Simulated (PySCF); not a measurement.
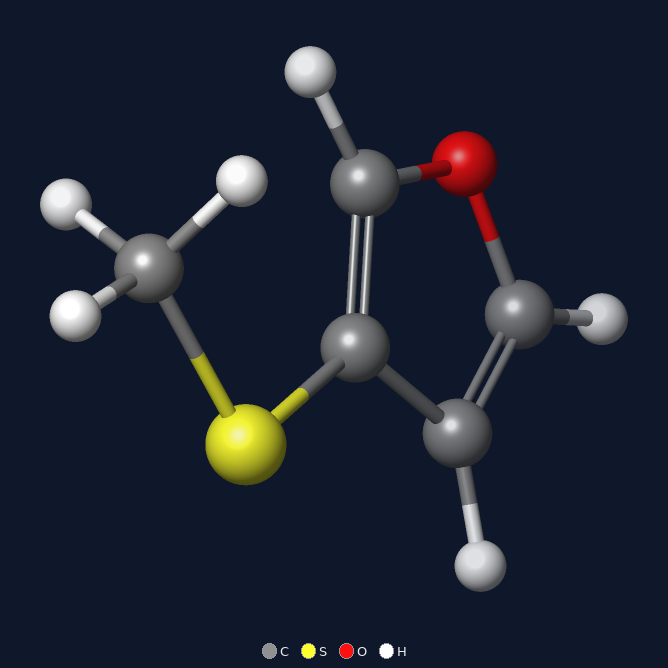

Source: calculation with PySCF.

**Which formula does it have?**

C5H6OS, 13 atoms: 5 carbon, 6 hydrogen, 1 oxygen and 1 sulfur.

**Describe its rings.**

Independent rings (smallest set): 1 of 5 members, 1 of them aromatic.
